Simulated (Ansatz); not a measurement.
## Changed inputs in constrained RPA: NaSmTe2 (R-3m)

Wanted: the sensitivity and cost of U and J for NaSmTe2 (R-3m).

Program: Ansatz 0.2.0. Level of theory: constrained RPA on LDA, plane waves, PAW. Results are calculated unless marked as measured.

### Step 1. The starting structure

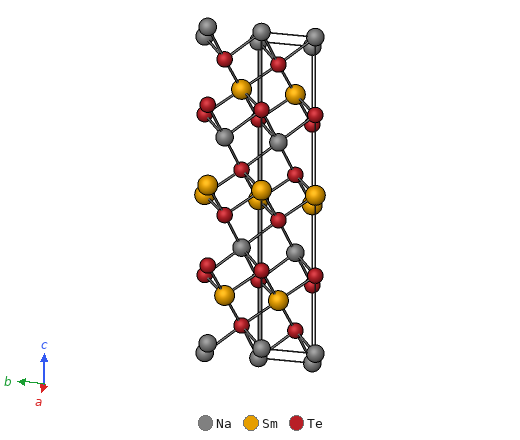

Start, viewed from a free direction; sodium grey, samarium orange, tellurium red. 1×2×1 cells are drawn. This picture shows the conventional cell, with its axes. Bonds to atoms that aren't drawn are left out. Some periodic images of atoms are drawn too.

As a file:

```cif
data_structure
_symmetry_space_group_name_H-M 'P 1'
_symmetry_Int_Tables_number 1
_cell_length_a 7.9337
_cell_length_b 7.9337
_cell_length_c 7.9337
_cell_angle_alpha 32.908
_cell_angle_beta 32.908
_cell_angle_gamma 32.908
_cell_volume 131.15
loop_
_atom_site_label
_atom_site_type_symbol
_atom_site_fract_x
_atom_site_fract_y
_atom_site_fract_z
_atom_site_occupancy
Na1 Na 0.00000 0.00000 0.00000 1
Sm2 Sm 0.50000 0.50000 0.50000 1
Te3 Te 0.75393 0.75393 0.75393 1
Te4 Te 0.24607 0.24607 0.24607 1
```

The cell and positions are those that the Materials Project relaxed with its own functionals (PBE, PBE+U or r2SCAN), kept fixed. Spin-orbit coupling is left out unless a step names it. The default PAW set here is soft_2. Its files were made with PBE.

### Step 2. Base: Sm f, bands v3 to c4, 4×4×4 mesh, medium accuracy

Constrained RPA screens the interaction with every transition except those inside the target bands, which a later many-body model would treat itself.

File input.yaml:

```yaml
crystal:
  lattice:
    - [-3.26931225, -3.26931225, -6.44728049]
    - [-3.26931225, -6.44728049, -3.26931225]
    - [-6.44728049, -3.26931225, -3.26931225]
  atoms:
    - { symbol: Na, position: [0.0, 0.0, 0.0] }
    - { symbol: Sm, position: [0.5, 0.5, 0.5] }
    - { symbol: Te, position: [0.75393272, 0.75393272, 0.75393272] }
    - { symbol: Te, position: [0.24606728, 0.24606728, 0.24606728] }
kpoints:
  mp_grid: { grid: [8, 8, 8] }
hamiltonian:
  xc: lda
scf:
  occupations: { method: gaussian, width: 0.08 }
  n_extra_bands: 21
  max_iter: 150
output:
  crpa:
    kmesh: [4, 4, 4]
    target_bands: [v3, c4]
    projections: [{ species: Sm, l: f, shell: 4 }]
  local_orbitals:
    kmesh: [8, 8, 8]
    orbitals: [{ species: Sm, l: f, shell: 4 }]
    window: { bands: [v3, c4] }
    seedname: lo
```

The run is started by

```sh
> ansatz run input.yaml --threads 4 --pin off --max-ram 9216MiB --backend cpu --events-out ev --progress --plain --runs-dir out
```

Numbers of over 12 decimals in the logs are rounded to 6 here.

Log:

```text
Sm: projections on atomic orbitals take those of the free atom [Kr 4d10] 4f6 5s2 5p6 5d0 6s2, of charge +0.00 (hamiltonian.pseudopotentials.projection_atoms); the dataset's partial waves leave at most 1.0e-3 of an orbital's norm unspanned inside its sphere
scf.n_extra_bands = 21 over 29 filled bands (N_el = 57.0): the run solves 50 bands
Engine: ansatz 0.2.0, aarch64-unknown-linux-gnu
Pseudopotentials: kind: paw
Pseudopotential: Na, paw, valence charge 9, recommended cutoff 420 eV (normal), Na.paw.azcp
Pseudopotential: Sm, paw, valence charge 16, recommended cutoff 420 eV (normal), Sm.paw.azcp
Pseudopotential: Te, paw, valence charge 16, recommended cutoff 420 eV (normal), Te.paw.azcp
Functional definition: SPW92
  exchange = slater_x
  correlation = pw_c
Crystal: 4 atoms, lattice volume = 131.151 Å³
Basis set: ecut = 420 eV, 2557 PW (Γ)
Bands: 50, of which v1, the nominal top of the filled ones, is band 29 counted from 1 (28 counted from 0)
Symmetry: 12 space group operations
Space group: R-3m (ITA 166), of the structure as read, at distance tolerance 5.1e-5 Å
k-points: 65 of 512
Non-local potential: Na, projectors of the file, l = 0: 3, l = 1: 2, l = 2: 1
Non-local potential: Sm, projectors of the file, l = 0: 3, l = 1: 2, l = 2: 2, l = 3: 3
Non-local potential: Te, projectors of the file, l = 0: 2, l = 1: 2, l = 2: 2, l = 3: 2
PAW form: soft (Blöchl's): semilocal exchange-correlation on the pseudo side does not see the compensation charge
PAW frozen core: Na, regenerated for the run's functional, and the local potential with it (the file was generated under x = pbe(κ = 0.804, μ = 0.219515), c = pbe(β = 0.066725))
PAW frozen core: Sm, regenerated for the run's functional, and the local potential with it (the file was generated under x = pbe(κ = 0.804, μ = 0.219515), c = pbe(β = 0.066725))
PAW frozen core: Te, regenerated for the run's functional, and the local potential with it (the file was generated under x = pbe(κ = 0.804, μ = 0.219515), c = pbe(β = 0.066725))
PAW one-centre angular grid: Na, 110 points (default); XC on 64 Gauss nodes
PAW one-centre angular grid: Sm, 590 points (default); XC on 64 Gauss nodes
PAW one-centre angular grid: Te, 590 points (default); XC on 64 Gauss nodes
Initial density: superposition of atomic densities (neutral atoms: chi_scale 0, normalization atom), corrected by the library's trained network
Initial wavefunctions: pseudopotential atomic-orbital guess
Functional: x = slater, c = lda
SCF iter   1: F=—  HF=-23169.744078 eV  |F-HF|=—  |Δ(HF+E_count)|=         —  Δρ=1.57e-2  dr2=3.90e-1  ethr=1.77e-3  ⟨swp⟩=5.8  Hψ=13675  notcnv=0  defer=435
preconditioner: auto → LDOS  [metal: Δε(μ)=0.001 eV  Ē_g=8.461 eV  σ=0.080 eV  W_gap=0.01  n_scr=28 (ndim 8)  ℏωp=14.9 eV  f_vac=0.025  D(μ)=65.92/eV (n_scr^D=1924)  β→1.0]
[...]
SCF 1 converged in 15 iterations: F = -23169.715026 eV  dr2 = 4.63e-9
[...]
NSCF: frozen V_eff on 68 k-points
NSCF: frozen V_eff on 13 k-points
[...]
cRPA screening: q 1/64
cRPA screening: q 2/64
cRPA screening: q 8/64 (q-point 3)
cRPA screening: q 11/64 (q-point 6)
cRPA screening: q 17/64 (q-point 7)
cRPA screening: q 29/64 (q-point 8)
cRPA screening: q 35/64 (q-point 11)
cRPA screening: q 38/64 (q-point 22)
cRPA screening: q 40/64 (q-point 23)
cRPA screening: q 46/64 (q-point 24)
cRPA screening: q 52/64 (q-point 27)
cRPA screening: q 58/64 (q-point 28)
cRPA screening: q 64/64 (q-point 43)
SCF converged after 15 iterations
Free energy (F): -23169.715026 eV
Harris-Foulkes:  -23169.715026 eV  (|F-HF|=1.10e-8)
Internal energy: -23169.498180 eV  (E = F + TS)
E sigma→0 (E₀):  -23169.606603 eV
Entropy (-TS):   -0.216846 eV (-54.212 meV/atom)
Fermi energy:    7.150386 eV
--- Per-component energies (eV) ---
  E_band       = -811.681864
  E_kinetic    = 825.418421
  E_local      = -5759.245185  (includes V_loc(G=0)·N_el)
  E_nonlocal   = -100.480037
  E_hartree    = 2845.087910
  E_xc         = -463.619717
  E_vxc        = -455.270995  (∫ρ·V_xc dr)
  E_paw        = -15285.793002  (= ΣΔE_a)
  E_vpaw       = -1012.279632  (= ΣTr[D̂ρ^β])
  E_aug_tail   = -0.000411  (compensation charges beyond the density's cutoff)
  E_ewald      = -5233.354475
  E_core_change = 2.488317  (= ΣΔE_core)
  E_smearing   = -0.216846  (= −TS)
  E_closure    = -0.000000  (closes the sum)
  Σ components = -23169.715026   (vs F -23169.715026, Δ=0.00e0)
--- Band table (eV; the first three rows and the last of 65) ---
  k-point 0: bands = [... 25 lower, 6.4196, 7.1320, 7.1539, 7.1539, 7.1959, 7.6632, 7.7029, 7.7029, ... 17 higher]
  k-point 1: bands = [... 25 lower, 6.3611, 7.1373, 7.1532, 7.1537, 7.1943, 7.3917, 7.5577, 7.5734, ... 17 higher]
  k-point 2: bands = [... 25 lower, 6.1808, 7.1453, 7.1455, 7.1504, 7.1808, 7.2116, 7.3452, 7.4073, ... 17 higher]
  k-point 64: bands = [... 25 lower, 6.3427, 7.1223, 7.1533, 7.1533, 7.1959, 7.3038, 7.6289, 7.6289, ... 17 higher]
--- cRPA (band scheme, projected local orbitals): target bands 27..33 (1-based), 7 Wannier function(s), 4×4×4 mesh, 66 bands' worth read of 71 solved, ecut_chi 136.0 eV, v(q+G=0) probe_charge, pair densities all_electron ---
  χ-basis size per q: N_G = 462..489
  window electrons = 5.0000, filled by tetrahedron_uncorrected; constrained ε̄⁻¹(q = 0, 0) head = 0.119840; min gauge Gram eig = 0.5383
  Kanamori averages over each shell's own Wannier functions (sites counted from 0, functions from 1):
    Site 1, 4F, 7 of 7 f orbitals (Wannier functions 1, 2, 3, 4, 5, 6, 7; wannier90's mr 1, 2, 3, 4, 5, 6, 7):
      screened: U = 2.9355 eV, U' = 1.9111 eV, J = 0.5053 eV
      screened f-shell averages: U_bar = F0 = 2.0574 eV, J_bar = 0.6517 eV
      screened, to within: U = 4.8e-3 eV, U' = 4.8e-3 eV, J = 8.3e-4 eV
      screened f-shell averages, to within: U_bar = 3.4e-3 eV, J_bar = 1.1e-3 eV
      bare: V = 26.0020 eV, V' = 24.5013 eV, J = 0.6994 eV
      bare f-shell averages: V_bar = F0 = 24.7157 eV, J_bar = 0.9138 eV
  Hermiticity witness max|P − P†| over intra, direct and exchange elements: 4.62e-14 eV (screened), 3.55e-15 eV (bare)
  Reality witness max|Im| over intra, direct and exchange elements: 7.23e-15 eV (screened), 9.50e-18 eV (bare)
```

Run time: 22 min. Hardware: 4 threads of Arm Neoverse V2, shared host; peak memory 1.4 GiB.

Reading the cycles: dr2 is the Hartree energy of the density residual (eV), the measure of convergence; HF is the Harris–Foulkes estimate of the energy, which meets the free energy F at convergence.

This step gave:

| Property | Result |
| --- | --- |
| U | 2.936 eV |
| U prime (inter-orbital) | 1.911 eV |
| J | 0.5053 eV |
| bare V | 26.00 eV |
| bare J | 0.6994 eV |
| stated bound on U | 0.004778 eV |
| U over bare V | 0.1129 |
| electrons in the window | 5.000 |
| head of the constrained inverse dielectric matrix | 0.1198 |
| least eigenvalue of the projection's overlap | 0.5383 |
| target functions | 7 |
| bands in the sums | 66 |
| r.m.s. miss of the model bands | 0.002220 eV |
| width of the target bands | 0.5929 eV |
| weight of the projected orbitals in the window | 0.9225 |

On the Sm f shell, screening brings the on-site interaction from 26.0 eV down to U = 2.94 eV.

### Step 3. Changed: 2×2×2 mesh

input.yaml: that of step 2 with these lines changed.

```diff
@@ -20,9 +20,4 @@
   crpa:
-    kmesh: [4, 4, 4]
+    kmesh: [2, 2, 2]
     target_bands: [v3, c4]
     projections: [{ species: Sm, l: f, shell: 4 }]
-  local_orbitals:
-    kmesh: [8, 8, 8]
-    orbitals: [{ species: Sm, l: f, shell: 4 }]
-    window: { bands: [v3, c4] }
-    seedname: lo
```

Log:

```text
[...]
Crystal: 4 atoms, lattice volume = 131.151 Å³
Basis set: ecut = 420 eV, 2557 PW (Γ)
Bands: 50, of which v1, the nominal top of the filled ones, is band 29 counted from 1 (28 counted from 0)
[... 1 set-up line as in the run before ...]
[...]
k-points: 65 of 512
[...]
SCF iter   1: F=—  HF=-23169.744078 eV  |F-HF|=—  |Δ(HF+E_count)|=         —  Δρ=1.57e-2  dr2=3.90e-1  ethr=1.77e-3  ⟨swp⟩=5.8  Hψ=13675  notcnv=0  defer=435
[...]
SCF iter  15: F=-23169.715026 eV  HF=-23169.715026 eV  |F-HF|=1.10e-8  |Δ(HF+E_count)|=   1.54e-8  Δρ=3.30e-6  dr2=4.63e-9  ethr=1.75e-10  ⟨swp⟩=1.0  Hψ=6056  notcnv=0
SCF 1 converged in 15 iterations: F = -23169.715026 eV  dr2 = 4.63e-9
[...]
NSCF: frozen V_eff on 4 k-points
[...]
cRPA screening: q 1/8
cRPA screening: q 2/8
cRPA screening: q 5/8 (q-point 4)
cRPA screening: q 8/8
SCF converged after 15 iterations
Free energy (F): -23169.715026 eV
[...]
Internal energy: -23169.498180 eV  (E = F + TS)
E sigma→0 (E₀):  -23169.606603 eV
Entropy (-TS):   -0.216846 eV (-54.212 meV/atom)
Fermi energy:    7.150386 eV
[...]
--- Band table (eV; the first three rows and the last of 65) ---
  k-point 0: bands = [... 25 lower, 6.4196, 7.1320, 7.1539, 7.1539, 7.1959, 7.6632, 7.7029, 7.7029, ... 17 higher]
  k-point 1: bands = [... 25 lower, 6.3611, 7.1373, 7.1532, 7.1537, 7.1943, 7.3917, 7.5577, 7.5734, ... 17 higher]
  k-point 2: bands = [... 25 lower, 6.1808, 7.1453, 7.1455, 7.1504, 7.1808, 7.2116, 7.3452, 7.4073, ... 17 higher]
  k-point 64: bands = [... 25 lower, 6.3427, 7.1223, 7.1533, 7.1533, 7.1959, 7.3038, 7.6289, 7.6289, ... 17 higher]
[...]
χ-basis size per q: N_G = 462..489
[...]
screened: U = 2.7544 eV, U' = 1.7862 eV, J = 0.4709 eV
      screened f-shell averages: U_bar = F0 = 1.9245 eV, J_bar = 0.6092 eV
      screened, to within: U = 6.1e-3 eV, U' = 6.1e-3 eV, J = 8.2e-4 eV
      screened f-shell averages, to within: U_bar = 4.6e-3 eV, J_bar = 1.1e-3 eV
      bare: V = 25.4911 eV, V' = 24.0240 eV, J = 0.6844 eV
      bare f-shell averages: V_bar = F0 = 24.2336 eV, J_bar = 0.8939 eV
[...]
```

Run time: 78 s. Hardware: 4 threads; peak memory 1.2 GiB.

Numbers from this step:

- U: 2.754 eV
- U prime (inter-orbital): 1.786 eV
- J: 0.4709 eV
- bare V: 25.49 eV
- bare J: 0.6844 eV
- stated bound on U: 0.006023 eV
- U over bare V: 0.1081
- electrons in the window: 5.000
- head of the constrained inverse dielectric matrix: 0.1227
- least eigenvalue of the projection's overlap: 0.5383
- target functions: 7
- bands in the sums: 66
- width of the target bands: 0.5929 eV
- weight of the projected orbitals in the window: 0.9225

On the Sm f shell, screening brings the on-site interaction from 25.5 eV down to U = 2.75 eV.

### Step 4. Changed: orbitals of another atom

input.yaml: that of step 3 with these lines changed.

```diff
@@ -20,4 +20,4 @@
   crpa:
-    kmesh: [2, 2, 2]
+    kmesh: [4, 4, 4]
     target_bands: [v3, c4]
-    projections: [{ species: Sm, l: f, shell: 4 }]
+    projections: [{ species: Te, l: p }]
```

Log:

```text
Error: invalid value for `output.crpa.projections`: 6 orbital(s) selected but the target window spans 7 band(s); name one orbital per band of it
```

Elapsed: 0.17 s, on 4 threads; peak memory 0.099 GiB.

The input was rejected at the start.

The program's message: “Error: invalid value for `output.crpa.projections`: 6 orbital(s) selected but the target window spans 7 band(s); name one orbital per band of it”

The fault put into this input: trial orbitals that do not match the target bands.

### Step 5. Side by side

Times are wall times on 4 threads of Arm Neoverse V2, shared host, good to a factor of about two.

```tsv
run	bare V (eV)	U (eV)	J (eV)	bound on U (eV)	width (eV)	time
target window	26.00	2.936	0.505	0.0048	0.59	22 min
2×2×2 mesh	25.49	2.754	0.471	0.0060	0.59	78 s
```

### Step 6. What came out

| Property | Result |
| --- | --- |
| target window | U 2.94 eV, J 0.51 eV |
| 2×2×2 mesh | U 2.75 eV, J 0.47 eV |

In words: 2×2×2 mesh moves U by −0.18 eV at 0.060 times the time. The printed bound covers the solver alone, not the mesh, and no denser mesh than the base was run. The parent state is non-magnetic and the interaction static (zero frequency); U depends on the window and the orbitals, so it belongs to this model alone.

[Paths, hosts, dates, memory and timing lines, banners, echoed tables and standing remarks are left out of the program output.]

[Logs are printed without paths, hosts, clocks, repeated set-up lines and the standing remarks that a program may print on its own settings, such as how far it seeks lower states.]

[Runs of the session that timed out or met a known fault of the program may be left out.]

[Hosts, paths, dates, database ids (printed as entryN), source tags and the programs' standing remarks are cut or masked in the printed files.]
